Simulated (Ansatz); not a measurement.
# SbP (model cell, started as zinc blende): phonons and vibrational spectra, part 2 of 2

Wanted: phonon frequencies of SbP (model cell, started as zinc blende) and what follows from them.

Ansatz 0.2.0; DFT LDA, scalar-relativistic, plane waves, PAW.

So far. Step 4 (Tight relaxation): The forces vanish by symmetry and the pressure is -0.001 GPa, within the tolerances set. The cell now holds 29.18 Å³/atom. The relaxed cell has a = 6.158 Å (conventional setting).

The structure was built from a prototype and need not be the compound's stable phase.

### 5. Modes at Γ

The zone centre comes first: it holds the modes that light can see, as far as symmetry allows. No field response is asked, since the mesh shows no gap.

input.yaml

```yaml
crystal:
  lattice:
    - [0.0, 3.0787780828, 3.0787780828]
    - [3.0787780828, 0.0, 3.0787780828]
    - [3.0787780828, 3.0787780828, 0.0]
  atoms:
    - { symbol: Sb, position: [0.0, 0.0, 0.0] }
    - { symbol: P, position: [0.25, 0.25, 0.25] }
kpoints:
  mp_grid: { grid: [12, 12, 12] }
hamiltonian:
  xc: lda
scf:
  occupations: { method: methfessel_paxton, width: 0.15 }
output:
  eigenvalues: true
phonons:
  method: dfpt
```

On the command line:

```console
$ ansatz run input.yaml --threads 4 --pin off --max-ram 7168MiB --backend cpu --events-out ev --progress --plain --runs-dir out
```

Numbers of over 12 decimals in the logs are rounded to 6 here.

What it wrote:

```text
zone centre: on kpoints.mp_grid the ground state, and the responses unless they are solved on pairs of k-points, stand on 163 of the mesh's 1728 k-points, reduced under 8 symmetry operations, with k and −k counted as one. Each operation leaves every solved displacement unchanged or reverses it
[...]
Crystal: 2 atoms, lattice volume = 58.367 Å³
Basis set: ecut = 420 eV, 1139 PW (Γ), exchange–correlation on 60×60×60 points (8 copies of the dense FFT grid, shifted against one another)
Bands: 14, of which v1, the nominal top of the filled ones, is band 10 counted from 1 (9 counted from 0)
Symmetry: 24 space group operations
k-points: 163 of 1728 (irreducible under 8 space group operations, time reversal used)
[...]
SCF iter   1: F=—  HF=-7060.772811 eV  |F-HF|=—  |Δ(HF+E_count)|=         —  Δρ=5.93e-3  dr2=1.82e-2  ethr=1.77e-3  ⟨swp⟩=5.6  Hψ=13934  notcnv=0
[...]
SCF iter  10: F=-7060.766145 eV  HF=-7060.766145 eV  |F-HF|=1.82e-12  |Δ(HF+E_count)|=  1.36e-11  S|Δr|=    0.00e0  Δρ=8.10e-8  dr2=7.80e-12  ethr=1.00e-12  ⟨swp⟩=7.2  Hψ=15261  notcnv=0
SCF 1 converged in 10 iterations: F = -7060.766145 eV  dr2 = 7.80e-12
[...]
DFPT response loops at Γ: preconditioner auto → Kerker (q_TF=auto, 2.282 Å⁻¹) (partly filled bands, converged f_vac=0.004); β = 1.00, the filter's whole step (`scf.mixing.beta` (0.50) is not read by the response loops under this deck's `scf.mixing.preconditioner`; to damp them name `kerker` or `kerker_dos`, under which they read `scf.mixing.beta`, and type it under 1.00, their step now; both keys bind the ground state too); Broyden in place of MSR1
SCF converged after 10 iterations
[...]
Free energy (F): -7060.766145 eV
[...]
Internal energy: -7060.767066 eV  (E = F + TS)
E sigma→0 (E₀):  -7060.766375 eV
Entropy (-TS):   0.000920 eV (0.460 meV/atom)
Fermi energy:    6.745612 eV
[...]
--- Band table (eV; the first three rows and the last of 163) ---
  k-point 0: bands = [... 6 lower, 2.2007, 4.5082, 4.5082, 4.5082, 7.3073, 7.3073, 7.3073, 11.4839]
  k-point 1: bands = [... 6 lower, 1.7769, 4.4169, 4.4169, 4.6760, 7.4394, 7.4407, 7.4407, 11.7993]
  k-point 2: bands = [... 6 lower, 0.8845, 4.2027, 4.2027, 4.7984, 7.7560, 7.7560, 7.9512, 12.5141]
  k-point 162: bands = [... 6 lower, -3.1399, 2.0455, 2.0961, 7.6430, 8.2454, 8.9251, 9.9897, 12.9806]
--- Phonons (Γ-DFPT): 2 representative perturbations + reference, on 163 of 1728 k-points (Σ response iterations 6) ---
  k mesh reduced under 8 symmetry operations, with k and −k counted as one. Each operation leaves every solved displacement unchanged or reverses it
  ASR residual: 3.144e-5 → 0.000e0 eV/Å²; symmetrization residual: 1.806e-5 eV/Å²
  ASR residual per site (eV/Å²): 1.96e-5 3.14e-5
  Γ frequencies (cm⁻¹): 0.00 0.00 0.00 256.44 256.44 256.44
  non-analytic LO–TO correction: not included (Born effective charges unavailable; polar crystals: no LO–TO splitting at Γ)
```

The job ended after 9.5 s (4 threads of Arm Neoverse V2, shared host; peak memory 0.66 GiB).

Numbers from this step:

```yaml
sum_rule_residual_before_enforcement: 3.14e-5 eV/Å²
point_group: -43m
highest_optical_mode_at_the_zone_centre_no_lo_to_term: 256.4 cm⁻¹
lowest_optical_zone_centre_mode: 256.4 cm⁻¹
```

Patterns of degenerate modes are one choice out of their space. Modes at Γ, with each element's share of the kinetic energy:

```
mode  frequency (cm⁻¹)  symmetry  Sb %  P %
   1               0.0  acoustic    80   20
   2               0.0  acoustic    80   20
   3               0.0  acoustic    80   20
   4             256.4        T2    20   80
   5             256.4        T2    20   80
   6             256.4        T2    20   80
```

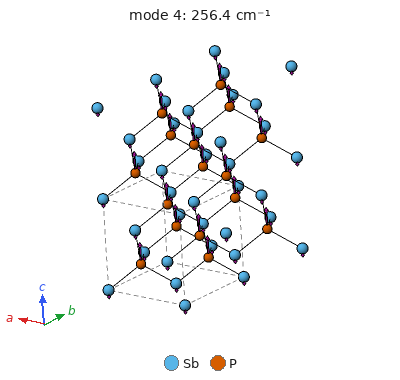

Displacement patterns of mode 4 at Γ; arrows are exaggerated. Bonds to atoms that aren't drawn are left out. 1×2×2 conventional cells are drawn. Some periodic images of atoms are drawn too.

Before it was imposed, the acoustic sum rule was missed by 3.1e-5 eV/Å². Small misses are needed for a sound result but don't prove that mesh and cutoff are converged. The lowest optical mode is real, 256 cm⁻¹.

### 6. Phonons on a q mesh

Stability and thermal properties need the whole zone. Linear response on a 4×4×4 q mesh gives force constants as far as a supercell of that size would.

Changes to input.yaml since step 5:

```diff
@@ -18 +18,8 @@
   method: dfpt
+  qmesh: [4, 4, 4]
+  temperatures: { t_max: 1000, t_step: 50 }
+  qpath:
+    path:
+      - [[0.0, 0.0, 0.0], [-0.5, -0.5, 0.0], [-0.375, -0.375, 0.25]]
+      - [[-0.375, 0.0, 0.375], [0.0, 0.0, 0.0], [0.0, 0.0, 0.5], [-0.5, -0.25, 0.25], [-0.5, -0.5, 0.0]]
+    npoints: 10
```

What it wrote:

```text
Warning: phonons: the dynamical matrix that this run interpolates holds no multipole term above the dipole-dipole one, and a site of this crystal is no centre of inversion, so its interpolated transverse optical and acoustic branches and sound speeds can stay off near Gamma, and the density of states and the thermodynamics with them. What a run solves at a wave vector of phonons.qpoints, Gamma apart, where the deck admits one, is free of this, and under fd what a larger phonons.supercell samples
[...]
Crystal: 2 atoms, lattice volume = 58.367 Å³
Basis set: ecut = 420 eV, 1139 PW (Γ), exchange–correlation on 60×60×60 points (8 copies of the dense FFT grid, shifted against one another)
Bands: 14, of which v1, the nominal top of the filled ones, is band 10 counted from 1 (9 counted from 0)
Symmetry: 24 space group operations
k-points: 72 of 1728 (time reversal used)
[...]
SCF iter   1: F=—  HF=-7060.772874 eV  |F-HF|=—  |Δ(HF+E_count)|=         —  Δρ=5.92e-3  dr2=1.82e-2  ethr=1.77e-3  ⟨swp⟩=5.6  Hψ=6101  notcnv=0
[...]
SCF iter  11: F=-7060.766145 eV  HF=-7060.766145 eV  |F-HF|=2.73e-12  |Δ(HF+E_count)|=  2.27e-11  S|Δr|=    0.00e0  Δρ=1.52e-8  dr2=1.03e-13  ethr=1.00e-12  ⟨swp⟩=8.1  Hψ=5656  notcnv=0
SCF 1 converged in 11 iterations: F = -7060.766145 eV  dr2 = 1.03e-13
[...]
SCF iter   4: F=-7060.766145 eV  HF=-7060.766145 eV  |F-HF|=1.00e-11  |Δ(HF+E_count)|=  1.18e-11  S|Δr|=    0.00e0  Δρ=1.46e-7  dr2=9.48e-12  ethr=1.00e-12  ⟨swp⟩=3.3  Hψ=3756  notcnv=0
SCF 2 converged in 4 iterations: F = -7060.766145 eV  dr2 = 9.48e-12
phonons: the bands overlap, so this run is a metal and interpolates without the dipole-dipole term. If the crystal is really an insulator or semiconductor, its LO-TO splitting is missing
NSCF: frozen V_eff on 72 k-points
WARN: eigensolver did not converge in 4 slots of this pass, the one above among them; of largest residual over every band (k=3): 1 band(s) unlocked (lowest unlocked band 13, counted from 0; max residual 3.35e-5 eV among the unlocked bands, 3.35e-5 eV over every band); of lowest unlocked band (k=2): band 13
[...]
DFPT response loops at q = (0, 0, 0) (fractional): preconditioner auto → Kerker (q_TF=auto, 2.282 Å⁻¹) (partly filled bands, converged f_vac=0.004); β = 1.00, the filter's whole step (`scf.mixing.beta` (0.50) is not read by the response loops under this deck's `scf.mixing.preconditioner`; to damp them name `kerker` or `kerker_dos`, under which they read `scf.mixing.beta`, and type it under 1.00, their step now; both keys bind the ground state too); Broyden in place of MSR1
[...]
SCF converged after 11 iterations
[...]
Free energy (F): -7060.766145 eV
[...]
Internal energy: -7060.767066 eV  (E = F + TS)
E sigma→0 (E₀):  -7060.766375 eV
Entropy (-TS):   0.000920 eV (0.460 meV/atom)
Fermi energy:    6.745614 eV
[...]
--- Band table (eV; the first three rows and the last of 72) ---
  k-point 0: bands = [... 6 lower, 2.2007, 4.5082, 4.5082, 4.5082, 7.3073, 7.3073, 7.3073, 11.4839]
  k-point 1: bands = [... 6 lower, 1.7769, 4.4169, 4.4169, 4.6760, 7.4394, 7.4407, 7.4407, 11.7993]
  k-point 2: bands = [... 6 lower, 0.8845, 4.2027, 4.2027, 4.7984, 7.7560, 7.7560, 7.9512, 12.5141]
  k-point 71: bands = [... 6 lower, -3.1399, 2.0455, 2.0961, 7.6430, 8.2454, 8.9251, 9.9897, 12.9806]
--- Phonons (Γ-DFPT): 2 representative perturbations + reference (Σ response iterations 6) ---
  ASR residual: 1.615e-5 → 0.000e0 eV/Å²; symmetrization residual: 1.803e-5 eV/Å²
  ASR residual per site (eV/Å²): 1.36e-5 1.62e-5
  Γ frequencies (cm⁻¹): 0.00 0.00 0.00 256.44 256.44 256.44
--- Phonons (arbitrary-q DFPT): 8 irreducible q on the 4×4×4 mesh ---
  q = [0.0000, 0.0000, 0.0000] (star 1, of the zone-centre solve; hermiticity 6.04e-6, symmetrization 5.69e-12): -0.00 -0.00 0.00 256.44 256.44 256.44
  q = [0.0000, 0.0000, 0.2500] (star 8, 2 solved perturbations on 936 of 1728 k-point pairs; hermiticity 6.83e-6, symmetrization 4.19e-12): -41.22 -41.22 50.13 203.16 208.38 208.38
[...]
q = [0.0000, 0.2500, 0.2500] (star 6, 4 solved perturbations in 1608 linear systems a pass and spin channel, the states on 510 of 1728 k-point pairs; hermiticity 6.18e-6, symmetrization 1.43e-12): -67.30 -67.30 69.85 162.22 162.22 210.12
[...]
sum rule: each row above includes the acoustic sum rule's correction from the zone centre's row sums; it moved no ω² by more than (0.38 cm⁻¹)²
  mesh force constants: q→R imaginary residual 1.48e-18; ASR residual 1.615e-5 → 0.000e0 eV/Å²; symmetrization residual 1.776e-15 eV/Å²
  interpolated dispersion: 62 rows × 6 modes
  density of states and harmonic sums: on the 20×20×20 q-mesh, interpolated from the force constants of a 4×4×4 supercell (no non-analytic term)
  largest difference from the sums on the solved wave vectors: F 2.73e-3 eV, S 4.07e-6 and C_V 1.33e-6 eV/K
  zero-point energy: 0.038159 eV/cell   skipped modes (ω ≤ 0): 513, of them read as no rigid motion or as one in doubt: 510 (2.000e0 modes/cell left out, lowest -77.94 cm⁻¹)   left out of the sums: 3.33e-1 of the cell's modes: C_V's classical limit lies that fraction below 3 k_B per atom; for a crystal, a wire or a layer, F and S can be off by more, and a phonons.interpolated_qmesh denser along its periods is the remedy for the sampling
```

Elapsed: 3.6 min, on 4 threads; peak memory 3.1 GiB.

This step gave:

| Item | Value |
| --- | --- |
| sum-rule residual before enforcement | 1.62e-5 eV/Å² |
| lowest frequency on the path | -77.77 cm⁻¹ |
| highest frequency on the path or at a solved wavevector | 256.4 cm⁻¹ |
| lowest mode on the q mesh (acoustic modes at Γ apart) | -77.08 cm⁻¹ |

Frequencies (cm⁻¹) solved at each irreducible wavevector; negative means imaginary. Frequencies by wavevector, by row:

```
q in reciprocal lattice units  star  mode 1  mode 2  mode 3  mode 4  mode 5  mode 6
                        0 0 0     1       0       0       0   256.4   256.4   256.4
                     0 0 0.25     8   -41.2   -41.2    50.1   203.2   208.4   208.4
                     0 0 -0.5     4   -26.9   -26.9    87.4   156.7   191.8   191.8
                  0 0.25 0.25     6   -67.3   -67.3    69.8   162.2   162.2   210.1
                  0 0.25 -0.5    24     -65   -46.4    98.8   149.2   164.6   187.2
                 0 0.25 -0.25    12   -77.1     -45    95.2   162.7   176.6   201.5
                  0 -0.5 -0.5     3     -54     -54    84.2    84.2    89.4   165.1
              0.25 -0.5 -0.25     6   -55.8   -35.8   105.5   165.1   168.1   183.7
```

Interpolated from a 4×4×4 q mesh. The phonon branches at the labelled points (cm⁻¹):

```
    point  branch 1  branch 2  branch 3  branch 4  branch 5  branch 6
        Γ         0         0         0       256       256       256
        X       -54       -54        84        84        89       165
        U       -59       -22       100       130       168       189
jump to K       -59       -22       100       130       168       189
        Γ         0         0         0       256       256       256
        L       -27       -27        87       157       192       192
        W       -56       -36       106       165       168       184
        X       -54       -54        84        84        89       165
```

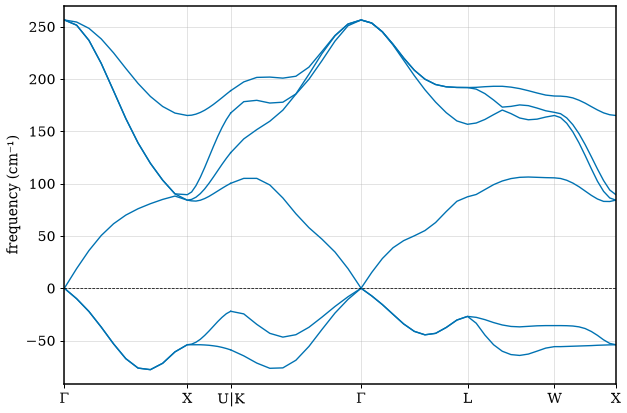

Phonon branches along the path.

The phonon density of states has structure finer than the step of the table below, so its rows give means over 20 cm⁻¹, whole bins alone (the curve runs from -77.5 to 258 cm⁻¹). Peaks (cm⁻¹: height): -62.5: 0.0594, -37.5: 0.0466, 102.5: 0.0461, 172.5: 0.0604, 192.5: 0.0667.

Tetrahedra on a 20×20×20 mesh, mean over bins of 5 cm-1. Interpolated from a 4×4×4 q mesh. Phonon density of states against wavenumber; means over each step:

```
wavenumber (cm⁻¹)  phonon density of states (1/cm⁻¹/cell)
              -60                                  0.0448
              -40                                  0.0370
              -20                                 0.00502
                0                                  1.6e-4
               20                                  2.7e-4
               40                                 0.00193
               60                                 0.00630
               80                                  0.0138
              100                                  0.0288
              120                                 0.00631
              140                                  0.0120
              160                                  0.0360
              180                                  0.0519
              200                                  0.0326
              220                                 0.00666
              240                                 0.00308
```

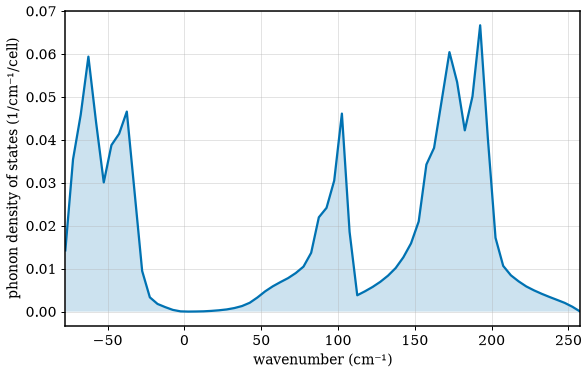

Phonon density of states, plotted against wavenumber.

The partial phonon density of states has structure finer than the step of the table below, so its rows give means over 25 cm⁻¹, whole bins alone (the curve runs from -88.2 to 274 cm⁻¹). Peaks (cm⁻¹: height): P -63.1: 0.0183, 173.9: 0.0485, 192.1: 0.0521; Sb -63.1: 0.0383, -35.7: 0.0314, 103.2: 0.0406, 173.9: 0.0149.

Phonopy on the run's constants, 15x15x15 mesh, Gaussian sigma 2.6 cm-1. Interpolated from a 4×4×4 q mesh. Table of partial phonon density of states by wavenumber; means over each step; values in 1/cm⁻¹/cell:

```
wavenumber (cm⁻¹)        P       Sb
              -75  0.00870   0.0167
              -50   0.0117   0.0288
              -25  0.00342   0.0104
                0   5.3e-5   2.1e-4
               25   1.1e-4   4.2e-4
               50   8.4e-4  0.00321
               75  0.00167  0.00930
              100  0.00206   0.0245
              125  0.00419  0.00253
              150   0.0153  0.00647
              175   0.0390   0.0105
              200   0.0272  0.00541
              225  0.00453  0.00122
              250  0.00124   3.2e-4
```

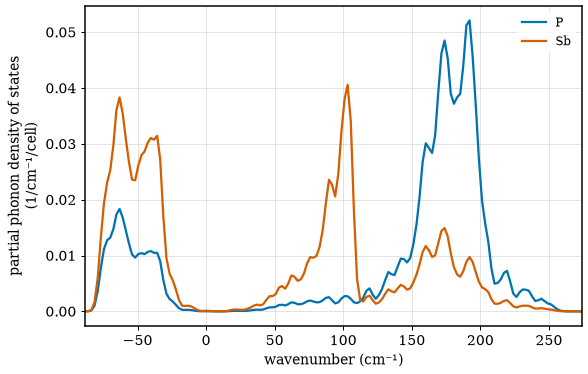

Partial phonon density of states against wavenumber.

Second derivatives of the energy by pair, one row for each kind of neighbour of each atom listed. Each entry sums the pair over the periodic images of the supercell that the q mesh stands for, and in a polar crystal it holds the long-range dipole part too. Force constants by pair, by row:

```
atom  neighbour  distance (Å)  third of the trace (eV/Å²)  along the pair's line (eV/Å²)
 Sb1     itself             0                       3.508                              –
 Sb1          P         2.666                      -1.042                         -2.515
 Sb1         Sb         4.354                      0.1378                        -0.1442
 Sb1          P         5.106                     -0.0787                        -0.1579
 Sb1         Sb         6.158                     -0.0533                        -0.0481
 Sb1          P          6.71                     -0.0296                         0.0527
  P2     itself             0                       2.782                              –
  P2         Sb         2.666                      -1.042                         -2.515
  P2          P         4.354                      0.1457                        -0.0108
  P2         Sb         5.106                     -0.0787                        -0.1579
  P2          P         6.158                     -0.0514                        -0.0406
  P2         Sb          6.71                     -0.0296                         0.0527
```

Symmetry leaves 8 wavevectors to solve. The lowest mode among them, the acoustic zeros apart, lies at q = (0, 0.25, -0.25) and is imaginary, 77.1i cm⁻¹, so the energy falls along it.

### 7. Another isotope

An isotope changes the mass and not the force constants, so no new electronic calculation is needed; the shifts show which modes move this element.

The same force constants with the mass of Sb changed from 121.760 to 122.904 u (phonopy, no LO-TO term). Both lists are sorted by frequency; levels can cross, so a row need not hold one and the same mode. Modes under 3 cm⁻¹ are left out. Isotope shifts, by row:

```
          q  rank  natural mass (cm⁻¹)  changed mass (cm⁻¹)
      0 0 0     4                256.4                256.2
      0 0 0     5                256.4                256.2
      0 0 0     6                256.4                256.2
   0 0 0.25     1               -41.22               -41.07
   0 0 0.25     2               -41.22               -41.07
   0 0 0.25     3                50.13                49.95
   0 0 0.25     4                203.2                202.9
   0 0 0.25     5                208.4                208.2
   0 0 0.25     6                208.4                208.2
   0 0 -0.5     1               -26.87               -26.77
   0 0 -0.5     2               -26.87               -26.77
   0 0 -0.5     3                87.37                87.01
   0 0 -0.5     4                156.7                156.6
   0 0 -0.5     5                191.8                191.6
   0 0 -0.5     6                191.8                191.6
0 0.25 0.25     1                -67.3                -67.1
0 0.25 0.25     2                -67.3                -67.1
0 0.25 0.25     3                69.85                69.58
0 0.25 0.25     4                162.2                  162
0 0.25 0.25     5                162.2                  162
0 0.25 0.25     6                210.1                  210
```

A mode of this element alone would shift by -0.47 %. The highest zone-centre frequency without the field goes from 256.4 to 256.2 cm⁻¹ (-0.1 %). The product of the frequency ratios over all optical modes at Γ is 0.997; the product rule, (m/m′)^(3k/2) (M′/M)^(3/2) with k = 1 such atoms and M the mass of the cell, gives 0.997.

### 8. Results

```yaml
space_group_after_relaxation_within_0p01_a: F-43m
volume_per_atom: 29.2 Å³
electronic_character: no gap on this mesh
highest_optical_mode_at_the_zone_centre_no_lo_to_term: 256 cm⁻¹
lowest_optical_zone_centre_mode: 256 cm⁻¹
lowest_mode_on_the_q_mesh_acoustic_modes_at_gamma_apart: -77.1 cm⁻¹
highest_frequency_on_the_path_or_at_a_solved_wavevector: 256 cm⁻¹
imaginary_modes_on_the_4x4x4_q_mesh: yes
```

In words: Modes are clearly imaginary (beyond 10i cm⁻¹) at 7 of the 8 irreducible wavevectors, most at q = (0, 0.25, -0.25) (77.1i cm⁻¹), so this structure is not a minimum of the energy. The optical modes at Γ form one degenerate level at 256 cm⁻¹. The highest mode in this list at Γ, 256.4 cm⁻¹, is mostly motion of P (80 % of the kinetic energy). Where the functional closes the gap at Γ, the partly filled states at that one point of a Γ-centred mesh soften the zone-centre modes by up to a few per cent. With no gap, or one that is small against the smearing, the frequencies hang on the k mesh and the smearing, most of all near Kohn anomalies. Spin-orbit coupling is left out, which can matter for the heavy elements here. A phonon run warned that its eigensolver left some bands unconverged in a pass. The starting cell was built on a prototype and not taken from a measurement, so the phase need not exist. These are harmonic frequencies at zero temperature: anharmonic shifts, linewidths and thermal expansion are left out.

[Logs are printed without paths, hosts, clocks, repeated set-up lines and the standing remarks that a program may print on its own settings, such as how far it seeks lower states.]

[Hosts, paths, dates, database ids (printed as entryN), source tags and the programs' standing remarks are cut or masked in the printed files.]
